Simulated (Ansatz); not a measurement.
**CH$_{10}$N$_{2}$Si: molecular dynamics (part 5 of 5)**

The same run, continued: CH$_{10}$N$_{2}$Si; RKS LDA/def2-SVP (Ansatz 0.2.0). It belongs to a series of runs on one base structure; here: dynamics from the highest image of the converged band.

Geometry of the input (Å):
```
Si -0.7754  0.0516  -0.9287
N  -0.9341  -1.6031  0.1486
H  -0.4104  1.4929  -1.4062
H  -2.2851  0.1769  -1.0698
H  0.0148  -0.6920  -1.9925
H  -0.1195  -0.7303  0.9059
N  0.1712  0.4266  0.7340
C  1.5133  0.9314  0.5699
H  -1.8757  -1.8409  0.4929
H  -0.5467  -2.4461  -0.2984
H  -0.4036  1.0522  1.3219
H  1.5240  1.7965  -0.1367
H  1.9721  1.2447  1.5322
H  2.1552  0.1394  0.1268
```

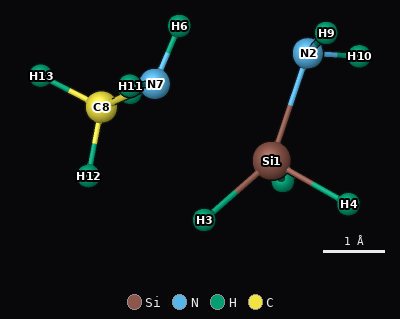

Figure 1. The geometry at step 175 of the log (ball-and-stick view, seen at a tilt; atoms are numbered from 1 in the order of the input).

Trajectory as extended XYZ, continued
```
14
Properties=species:S:1:pos:R:3:forces:R:3 step=145 time_fs=72.5 energy=-11983.18970 temperature=259.0
Si   -0.8352   -0.0414   -0.9228    0.5040   0.7942  -1.2448
N    -0.9674   -1.5379    0.0450   -0.1602  -1.5091  -0.1078
H    -0.6383    1.4847   -1.1521   -0.0180  -0.0310   0.0920
H    -2.2364   -0.0360   -1.5964    0.1664  -0.1634   0.0489
H     0.2479   -0.6059   -1.8489   -0.1721   0.2978  -0.0045
H     0.0941   -0.5520    1.0797    0.3192   0.1402   0.2085
N     0.2587    0.4660    0.8377   -0.1473  -0.0823  -0.0912
C     1.5849    0.9850    0.5876   -0.7564  -1.5542  -0.1969
H    -1.8858   -1.6327    0.4835   -0.4116  -0.1604   0.2689
H    -0.9082   -2.3589   -0.6208   -0.0119   0.8058   0.6939
H    -0.3951    1.1072    1.3154    0.3326  -0.0472   0.1788
H     1.5105    1.7120   -0.2087   -0.0054   0.9317  -0.8555
H     2.0720    1.4160    1.4476    0.4522   0.4892   0.9425
H     2.2239    0.1577    0.2007   -0.0916   0.0888   0.0673
14
Properties=species:S:1:pos:R:3:forces:R:3 step=149 time_fs=74.5 energy=-11983.20778 temperature=270.5
Si   -0.8397   -0.0386   -0.9316    0.5657  -0.3921  -1.0495
N    -0.9729   -1.5409    0.0486    0.5619  -0.8625  -0.2471
H    -0.6582    1.4428   -1.1274    0.0264   0.6103   0.0230
H    -2.2098   -0.0888   -1.6407    0.0193  -0.0556  -0.0184
H     0.2322   -0.6190   -1.8850   -0.2500   0.4067   0.1869
H     0.1638   -0.5561    1.1050   -0.1498   0.2727   0.2474
N     0.2579    0.4640    0.8527    0.4581   0.4373  -0.2229
C     1.5959    0.9879    0.5943   -1.0049  -0.4637  -1.2323
H    -1.8705   -1.6515    0.4895   -1.0493  -0.1308   0.6174
H    -0.9251   -2.3405   -0.6199    0.0612   0.3631   0.3103
H    -0.4080    1.1320    1.3011    0.6018  -0.5121   0.1286
H     1.5176    1.7511   -0.2403    0.0565  -0.1768   0.4452
H     2.1031    1.4178    1.4581    0.2708   0.2985   0.5756
H     2.2208    0.1611    0.1671   -0.1677   0.2048   0.2359
14
Properties=species:S:1:pos:R:3:forces:R:3 step=153 time_fs=76.5 energy=-11983.15098 temperature=234.2
Si   -0.8434   -0.0363   -0.9418    0.4238  -1.2418  -0.7300
N    -0.9772   -1.5461    0.0518   -0.3436   0.2477   0.9666
H    -0.6774    1.4235   -1.1017    0.0177   1.0018  -0.0082
H    -2.1823   -0.1438   -1.6857   -0.0891   0.0690  -0.0732
H     0.2074   -0.6169   -1.9144   -0.1503   0.4116   0.2517
H     0.2282   -0.5499    1.1397   -0.5038   0.2979   0.2592
N     0.2584    0.4631    0.8670    1.3447   0.4420  -0.6241
C     1.6038    0.9893    0.5975   -0.8122   0.7251  -0.8604
H    -1.8896   -1.6746    0.5161   -0.0297   0.0889   0.0911
H    -0.9398   -2.3104   -0.6091    0.1084  -0.7151  -0.5944
H    -0.3995    1.1389    1.2926    0.3436  -0.4006   0.3800
H     1.5266    1.7851   -0.2569    0.0577  -0.7825   1.1385
H     2.1433    1.4301    1.4886   -0.3184  -0.2269  -0.4575
H     2.2119    0.1716    0.1421   -0.0488   0.0827   0.2607
14
Properties=species:S:1:pos:R:3:forces:R:3 step=156 time_fs=78.0 energy=-11983.12650 temperature=218.8
Si   -0.8458   -0.0356   -0.9502    0.2203  -1.3633  -0.4568
N    -0.9809   -1.5498    0.0557   -0.9602   0.4508   1.3812
H    -0.6913    1.4330   -1.0825   -0.0482   0.8677   0.0034
H    -2.1637   -0.1835   -1.7212   -0.1164   0.1671  -0.0784
H     0.1849   -0.6051   -1.9303    0.0339   0.3521   0.2086
H     0.2646   -0.5380    1.1722   -0.6294   0.2190   0.2544
N     0.2611    0.4633    0.8766    1.9456   0.2264  -0.9819
C     1.6079    0.9916    0.5979   -0.7108   1.0178  -0.2621
H    -1.9075   -1.6902    0.5397    0.7299   0.2372  -0.3626
H    -0.9482   -2.3024   -0.6130    0.0623  -0.8814  -0.7181
H    -0.3841    1.1340    1.2952   -0.0493  -0.0453   0.6418
H     1.5347    1.7928   -0.2428   -0.0001  -0.7011   1.0407
H     2.1669    1.4349    1.5026   -0.5767  -0.4591  -0.8768
H     2.2037    0.1818    0.1298    0.0991  -0.0879   0.2065
14
Properties=species:S:1:pos:R:3:forces:R:3 step=160 time_fs=80.0 energy=-11983.20908 temperature=271.3
Si   -0.8488   -0.0363   -0.9618   -0.1228  -0.9695  -0.0452
N    -0.9881   -1.5540    0.0639   -0.7462  -0.2631   0.3693
H    -0.7119    1.4723   -1.0567   -0.1724   0.2311   0.0269
H    -2.1426   -0.2305   -1.7708   -0.0872   0.2861  -0.0277
H     0.1571   -0.5779   -1.9450    0.3637   0.2198   0.0627
H     0.2924   -0.5155    1.2240   -0.5891   0.0225   0.2141
N     0.2693    0.4640    0.8871    1.9924   0.2350  -1.1362
C     1.6115    0.9973    0.5980   -0.6661   0.2403   0.5322
H    -1.9077   -1.7032    0.5592    0.7125   0.2620  -0.4547
H    -0.9578   -2.3171   -0.6383   -0.0500   0.0578   0.1725
H    -0.3655    1.1265    1.3203   -0.2183   0.1639   0.6920
H     1.5451    1.7824   -0.1923   -0.1451   0.1273   0.1211
H     2.1798    1.4264    1.4933   -0.4789  -0.4094  -0.6616
H     2.1964    0.1922    0.1201    0.2074  -0.2038   0.1347
14
Properties=species:S:1:pos:R:3:forces:R:3 step=164 time_fs=82.0 energy=-11983.20730 temperature=270.4
Si   -0.8519   -0.0383   -0.9735   -0.4419  -0.4731   0.3663
N    -0.9971   -1.5587    0.0730    0.4212  -0.5102  -1.0475
H    -0.7389    1.5204   -1.0300   -0.2600  -0.4520   0.0250
H    -2.1247   -0.2667   -1.8214   -0.0218   0.3634   0.0636
H     0.1431   -0.5423   -1.9573    0.6439   0.0941  -0.0652
H     0.2982   -0.4917    1.2835   -0.3671  -0.0746   0.0523
N     0.2828    0.4655    0.8946    1.0523   0.6125  -0.6601
C     1.6129    1.0036    0.5997   -0.7216  -1.3016   0.7092
H    -1.8840   -1.7067    0.5632   -0.3594   0.1083   0.0623
H    -0.9691   -2.3307   -0.6580   -0.1023   0.7129   0.8420
H    -0.3532    1.1234    1.3702    0.2206  -0.1517   0.2314
H     1.5499    1.7778   -0.1382   -0.2906   1.1547  -1.0119
H     2.1758    1.4034    1.4610    0.0915  -0.0075   0.3219
H     2.1965    0.1955    0.1157    0.1352  -0.0752   0.1107
14
Properties=species:S:1:pos:R:3:forces:R:3 step=167 time_fs=83.5 energy=-11983.18465 temperature=256.2
Si   -0.8546   -0.0403   -0.9820   -0.5694  -0.2645   0.5623
N    -1.0032   -1.5631    0.0783    1.0982  -0.0527  -1.4382
H    -0.7655    1.5468   -1.0093   -0.2796  -0.7901   0.0137
H    -2.1120   -0.2849   -1.8580    0.0253   0.3803   0.1298
H     0.1480   -0.5129   -1.9678    0.7098   0.0530  -0.0486
H     0.2929   -0.4755    1.3298   -0.1406  -0.0103  -0.1866
N     0.2949    0.4676    0.8990    0.2204   0.6419  -0.0987
C     1.6124    1.0059    0.6023   -0.7447  -1.5578  -0.0392
H    -1.8725   -1.7061    0.5665   -1.0307   0.0231   0.4173
H    -0.9799   -2.3250   -0.6536   -0.0879   0.5142   0.7019
H    -0.3397    1.1183    1.4145    0.5207  -0.3136  -0.1721
H     1.5466    1.7999   -0.1194   -0.2884   0.9947  -0.9603
H     2.1737    1.3849    1.4425    0.5314   0.3028   1.0391
H     2.2001    0.1958    0.1152    0.0355   0.0789   0.0797
14
Properties=species:S:1:pos:R:3:forces:R:3 step=171 time_fs=85.5 energy=-11983.23190 temperature=285.9
Si   -0.8589   -0.0433   -0.9927   -0.5222  -0.2615   0.5802
N    -1.0091   -1.5688    0.0821    0.5307   1.0300  -0.3823
H    -0.8103    1.5553   -0.9813   -0.2567  -0.9405   0.0074
H    -2.0941   -0.2966   -1.9022    0.0609   0.3416   0.1779
H     0.1777   -0.4717   -1.9826    0.5504   0.0801   0.1610
H     0.2820   -0.4539    1.3841    0.1697   0.0478  -0.5387
N     0.3116    0.4718    0.9047   -0.5198   0.1975   0.4494
C     1.6098    1.0051    0.6055   -0.1828  -0.2284  -0.7743
H    -1.8886   -1.7041    0.5831   -0.4722   0.1484   0.0894
H    -0.9973   -2.3040   -0.6278   -0.0546  -0.5050  -0.2269
H    -0.3046    1.1020    1.4674    0.4666  -0.0715  -0.4005
H     1.5332    1.8575   -0.1221   -0.1329  -0.2811   0.0674
H     2.1879    1.3700    1.4512    0.3948   0.2652   0.8168
H     2.2060    0.1991    0.1169   -0.0319   0.1774  -0.0268
14
Properties=species:S:1:pos:R:3:forces:R:3 step=175 time_fs=87.5 energy=-11983.20377 temperature=268.4
Si   -0.8639   -0.0466   -1.0025   -0.2884  -0.5447   0.4300
N    -1.0135   -1.5718    0.0849   -0.4839   1.5601   0.5880
H    -0.8648    1.5288   -0.9529   -0.2089  -0.7330   0.0297
H    -2.0741   -0.2954   -1.9399    0.0505   0.2356   0.1550
H     0.2279   -0.4274   -1.9910    0.2172   0.1384   0.4559
H     0.2774   -0.4314    1.4184    0.3956  -0.1708  -0.6876
N     0.3269    0.4766    0.9115   -0.7680  -0.3384   0.4782
C     1.6068    1.0035    0.6065    0.8277   1.1526  -0.2799
H    -1.9214   -1.6962    0.6022    0.5845   0.3052  -0.5276
H    -1.0169   -2.3009   -0.6093   -0.0745  -1.0348  -0.7212
H    -0.2531    1.0840    1.5063   -0.0089   0.5082  -0.2095
H     1.5148    1.9060   -0.1237    0.0389  -1.1338   0.7210
H     2.2154    1.3643    1.4884   -0.2807  -0.0805  -0.2651
H     2.2110    0.2087    0.1174   -0.0012   0.1359  -0.1670
14
Properties=species:S:1:pos:R:3:forces:R:3 step=178 time_fs=89.0 energy=-11983.21709 temperature=277.0
Si   -0.8679   -0.0496   -1.0095   -0.0648  -0.9246   0.3315
N    -1.0176   -1.5713    0.0878   -0.6435   1.0006   0.0280
H    -0.9110    1.4903   -0.9309   -0.1806  -0.3388   0.0753
H    -2.0578   -0.2885   -1.9643    0.0144   0.1211   0.0892
H     0.2717   -0.3909   -1.9865   -0.0349   0.1600   0.6219
H     0.2833   -0.4184    1.4273    0.4520  -0.4535  -0.6082
N     0.3370    0.4797    0.9175   -0.8600  -0.4541   0.3383
C     1.6061    1.0045    0.6066    1.3641   1.4473   0.2606
H    -1.9343   -1.6831    0.6051    0.7597   0.3097  -0.6219
H    -1.0334   -2.3224   -0.6117   -0.0806  -0.3753  -0.1369
H    -0.2134    1.0818    1.5297   -0.3067   0.7696  -0.0402
H     1.5015    1.9162   -0.1085    0.1239  -1.1238   0.6976
H     2.2308    1.3589    1.5124   -0.5797  -0.2195  -0.7932
H     2.2146    0.2195    0.1139    0.0366   0.0813  -0.2421
14
Properties=species:S:1:pos:R:3:forces:R:3 step=182 time_fs=91.0 energy=-11983.30189 temperature=331.2
Si   -0.8733   -0.0548   -1.0185    0.2223  -1.5217   0.3212
N    -1.0243   -1.5685    0.0914   -0.0009   0.1509  -1.3463
H    -0.9787    1.4299   -0.8987   -0.1858   0.3806   0.1779
H    -2.0357   -0.2756   -1.9942   -0.0439  -0.0538  -0.0374
H     0.3284   -0.3369   -1.9597   -0.2655   0.1417   0.6890
H     0.3058   -0.4167    1.4196    0.3582  -0.6194  -0.3993
N     0.3484    0.4828    0.9263   -1.1349  -0.1354   0.4331
C     1.6090    1.0096    0.6076    1.6096   0.6383   0.8151
H    -1.9290   -1.6557    0.5899    0.0469   0.2071  -0.1716
H    -1.0578   -2.3600   -0.6164   -0.0203   0.6774   0.7234
H    -0.1703    1.1031    1.5588   -0.2702   0.4378  -0.1812
H     1.4880    1.8955   -0.0675    0.1315  -0.2144   0.0121
H     2.2327    1.3448    1.5185   -0.4776  -0.1493  -0.7803
H     2.2205    0.2365    0.1012    0.0305   0.0603  -0.2558
14
Properties=species:S:1:pos:R:3:forces:R:3 step=185 time_fs=92.5 energy=-11983.33648 temperature=353.7
Si   -0.8772   -0.0600   -1.0249    0.3616  -1.7777   0.4173
N    -1.0294   -1.5660    0.0919    0.6587   0.0649  -1.9224
H    -1.0342    1.3924   -0.8703   -0.2204   0.7920   0.2613
H    -2.0201   -0.2669   -2.0172   -0.0615  -0.1766  -0.1278
H     0.3649   -0.2928   -1.9225   -0.3214   0.1006   0.6161
H     0.3319   -0.4303    1.4032    0.1876  -0.3957  -0.2986
N     0.3549    0.4848    0.9337   -1.2497   0.0794   0.6513
C     1.6145    1.0149    0.6099    1.4131  -0.5606   0.9085
H    -1.9222   -1.6297    0.5732   -0.6984   0.1435   0.3056
H    -1.0768   -2.3742   -0.6042    0.0398   0.8506   0.7927
H    -0.1449    1.1306    1.5764   -0.1005  -0.1118  -0.4037
H     1.4810    1.8728   -0.0350    0.0509   0.8426  -0.7521
H     2.2221    1.3304    1.5038   -0.0430   0.0685  -0.2420
H     2.2258    0.2508    0.0853   -0.0168   0.0802  -0.2062
14
Properties=species:S:1:pos:R:3:forces:R:3 step=189 time_fs=94.5 energy=-11983.40493 temperature=397.9
Si   -0.8820   -0.0690   -1.0329    0.2932  -1.4638   0.6595
N    -1.0348   -1.5623    0.0881    0.5044   0.7652  -1.2582
H    -1.1156    1.3684   -0.8236   -0.2293   0.7204   0.2925
H    -2.0012   -0.2615   -2.0524   -0.0055  -0.2908  -0.1887
H     0.4031   -0.2309   -1.8530   -0.2284   0.0350   0.3885
H     0.3720   -0.4597    1.3715   -0.1156   0.1629  -0.2151
N     0.3607    0.4876    0.9451   -0.8783  -0.0729   0.6198
C     1.6255    1.0202    0.6153    0.5930  -1.2180  -0.0666
H    -1.9356   -1.5900    0.5610   -0.6033   0.1622   0.3613
H    -1.1008   -2.3676   -0.5643    0.0544   0.0817   0.0722
H    -0.1144    1.1623    1.5865   -0.0878  -0.5968  -0.3836
H     1.4733    1.8715   -0.0172    0.0426   1.2120  -0.9533
H     2.2091    1.3148    1.4798    0.7280   0.4248   0.7794
H     2.2320    0.2726    0.0576   -0.0676   0.0780  -0.1077
14
Properties=species:S:1:pos:R:3:forces:R:3 step=193 time_fs=96.5 energy=-11983.49115 temperature=453.2
Si   -0.8864   -0.0799   -1.0400   -0.1033  -0.5742   0.9372
N    -1.0389   -1.5564    0.0811   -0.5286   1.7152   0.1230
H    -1.2053    1.3699   -0.7662   -0.1175   0.0412   0.1733
H    -1.9822   -0.2670   -2.0945    0.1410  -0.3282  -0.1566
H     0.4330   -0.1676   -1.7688   -0.0120  -0.0117   0.0982
H     0.4077   -0.4837    1.3319   -0.4019   0.4718  -0.0312
N     0.3642    0.4902    0.9581    0.0578  -0.4617  -0.0400
C     1.6385    1.0221    0.6204   -0.1138  -0.0136  -1.1073
H    -1.9689   -1.5442    0.5609    0.4705   0.1395  -0.1206
H    -1.1230   -2.3591   -0.5221   -0.0312  -0.9667  -0.7672
H    -0.0883    1.1731    1.5835   -0.3893  -0.4880   0.0977
H     1.4681    1.9115   -0.0321    0.2662   0.0511  -0.0008
H     2.2219    1.3143    1.4823    0.8190   0.4252   0.8101
H     2.2359    0.2972    0.0257   -0.0570   0.0002  -0.0158
14
Properties=species:S:1:pos:R:3:forces:R:3 step=196 time_fs=98.0 energy=-11983.50704 temperature=463.5
Si   -0.8897   -0.0887   -1.0445   -0.4487   0.0904   1.0562
N    -1.0428   -1.5491    0.0758   -0.9933   1.4207   0.2197
H    -1.2758    1.3737   -0.7186    0.0155  -0.5045   0.0233
H    -1.9647   -0.2793   -2.1301    0.2729  -0.3125  -0.0904
H     0.4546   -0.1202   -1.7025    0.1205  -0.0246  -0.0860
H     0.4251   -0.4908    1.3011   -0.5249   0.3401   0.1830
N     0.3667    0.4914    0.9678    0.8043  -0.5167  -0.6970
C     1.6482    1.0233    0.6221   -0.1408   1.0377  -0.8853
H    -1.9850   -1.5064    0.5591    0.9003   0.0521  -0.3107
H    -1.1401   -2.3733   -0.5069   -0.0328  -0.7100  -0.5817
H    -0.0777    1.1687    1.5825   -0.6316  -0.2145   0.5037
H     1.4703    1.9458   -0.0457    0.3859  -0.7085   0.6117
H     2.2514    1.3243    1.5040    0.3038   0.1258   0.0025
H     2.2374    0.3158    0.0011   -0.0311  -0.0756   0.0512
14
Properties=species:S:1:pos:R:3:forces:R:3 step=200 time_fs=100.0 energy=-11983.50186 temperature=460.5
Si   -0.8948   -0.1003   -1.0492   -0.6484   0.6945   1.0112
N    -1.0503   -1.5364    0.0689   -0.7838   0.0204  -0.6781
H    -1.3689    1.3607   -0.6549    0.1717  -0.9638  -0.1716
H    -1.9318   -0.3060   -2.1802    0.4127  -0.2584   0.0043
H     0.4872   -0.0580   -1.6174    0.0947  -0.0282  -0.2250
H     0.4308   -0.4907    1.2669   -0.5224  -0.1392   0.4308
N     0.3722    0.4919    0.9791    1.2571   0.1267  -1.0584
C     1.6607    1.0278    0.6222    0.0113   1.5584  -0.0766
H    -1.9783   -1.4546    0.5474    0.5050  -0.0519  -0.0753
H    -1.1636   -2.4109   -0.5028    0.0849   0.5819   0.2608
H    -0.0844    1.1554    1.5979   -0.5547  -0.2099   0.5268
H     1.4859    1.9679   -0.0434    0.3475  -0.9270   0.8137
H     2.2990    1.3408    1.5302   -0.3492  -0.2654  -0.9259
H     2.2383    0.3379   -0.0295   -0.0265  -0.1380   0.1634
```

Summary

- outcome: finished
- mean temperature over the second half: 263 K
- trajectory: 200 steps, 100 fs
- ensemble: nve
- temperature in the input: 300.0 K
- time step: 0.5 fs
- potential energy (last step): −11983.5019 eV
- mean-field energy (last step): −11983.5019 eV
- largest force (length of the vector) (last step): 1.648 eV/Å
- wall time: 2.3 min (CPU time 4.4 min)
- peak memory: 0.15 GiB

Remarks

So short a trajectory is not equilibrated.
